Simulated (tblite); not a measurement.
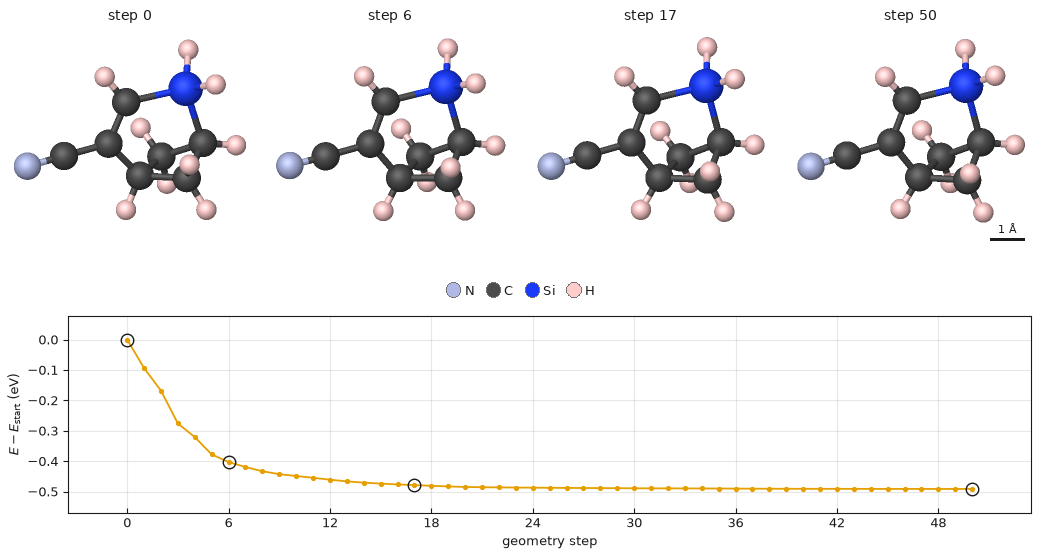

Frames of a relaxation of C7H9NSi, marked on the history of the run. Style: ball-and-stick. Shown at a tilt.

Level of theory: tblite, GFN2-xTB geometry optimisation, gas phase. 

Describe the path.

Answer. The energy falls by 0.491 eV in 50 geometry steps. The atom that moves furthest after the best rigid fit is an H atom (0.27 Å). By element the largest moves are H 0.27 Å, N 0.12 Å, C 0.09 Å, Si 0.09 Å. Near-neighbour distances that change, for instance: C–C 1.505 → 1.539 Å, C–H 1.119 → 1.090 Å, C–H 1.064 → 1.089 Å, C–N 1.167 → 1.148 Å. Bond angles that change, for instance: C–C–C 114.4° → 122.1°, Si–C–C 100.6° → 108.0°, C–C–H 111.2° → 118.0°. Cost: 1.7 s on 1 thread of Intel(R) Xeon(R) Processor @ 2.50GHz, on a shared host. From step 0 to 6: H atoms move most (0.10 Å), energy −0.403 eV. From step 6 to 17: an H atom moves most (0.13 Å), energy −0.076 eV. From step 17 to 50: an H atom moves most (0.11 Å), energy −0.013 eV.
